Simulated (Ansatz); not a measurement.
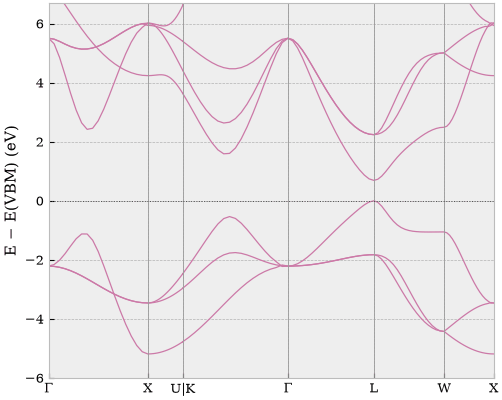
Figure: Band structure from r²SCAN (plane waves, PAW; program Ansatz)

Problem. Read off the gap and where the band edges lie.

Solution. About 0.7 eV (0.69 eV by a search for the band edges); maximum at L, minimum at L.

Problem. Which compound is it?
A. CeO2, fluorite
B. PbS, rock salt
C. SrTe, rock salt

Solution. B, PbS, rock salt

Space group Fm-3m (rock salt). The r²SCAN relaxation kept the symmetry of its start. Spin–orbit coupling is left out wherever it is not named.

Potentials: the later of the program's two PAW sets.
